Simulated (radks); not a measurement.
Method: scalar-relativistic Kohn-Sham, PBEsol, spin-unpolarised, spherical densities, point nucleus; computed with the in-house radial solver radks. The occupation of the 4p shell is varied from Rh⁺ ([Ar] 3d10 4s2 4p5 4d8 5s1) to Rh ([Kr] 4d8 5s1), with spherical fractional occupations. Wanted, and plotted below: the total energy less the straight line between the end points, and the eigenvalue of 4p (the dashed line is minus the energy to take the whole electron out).

The curve is convex (below the straight line), with the largest deviation among the points computed, −1.62 eV, at 0.5. The end points differ by 56.6 eV, the energy to take the electron out. The eigenvalue, which is the slope of the energy (Janak's theorem), moves from −63.3 eV at 0 to −50.4 eV at 1; for a straight line it would stay constant, and a parabola would sag by an eighth of this change, scaled to a whole electron, 1.62 eV. Convexity is the mark of the delocalisation error, which puts fractional charges too low; for p, d and f shells the spherical spreading of the fraction adds to it. The shell lies under occupied ones, so the straight line is a guide here rather than an exact condition.

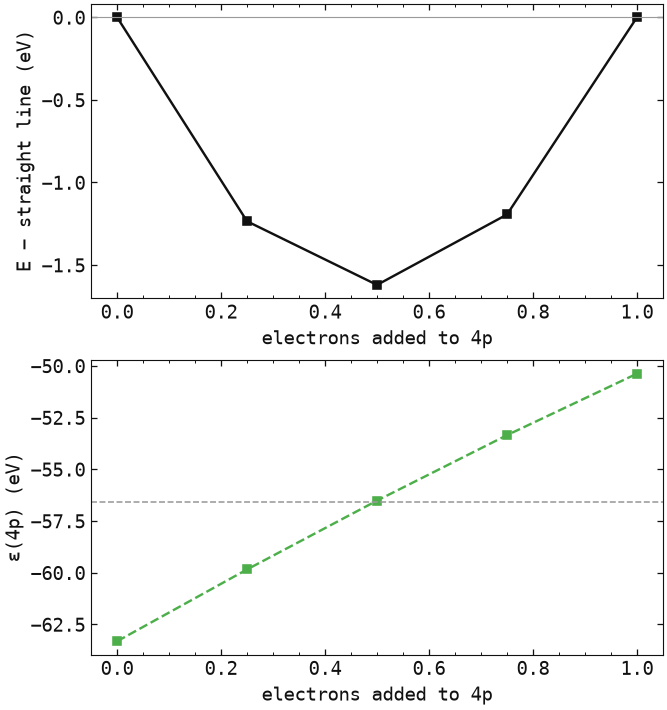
